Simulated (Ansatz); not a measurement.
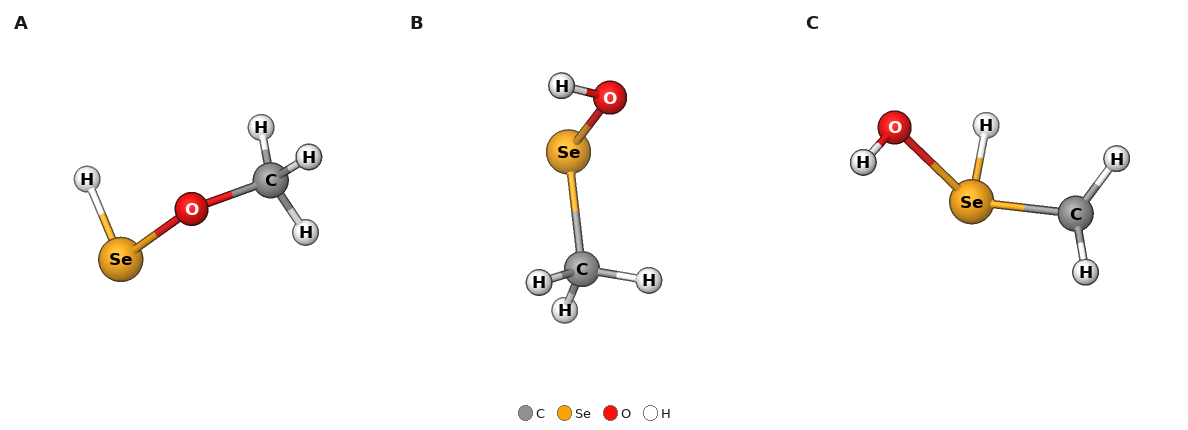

3 stationary structures of one formula. Geometries: PBE0-D4/def2-TZVP. Electronic energies: ωB97M-V/def2-TZVPP (Ansatz 0.2.0), without zero-point energy. No frequency run is at hand to confirm each as a minimum. Each is one conformer, not always the lowest.

### Which structure is the most stable?

B is lowest (C1); A lies 14.0 kcal/mol above it (C1), C lies 50.5 kcal/mol above it (C1).
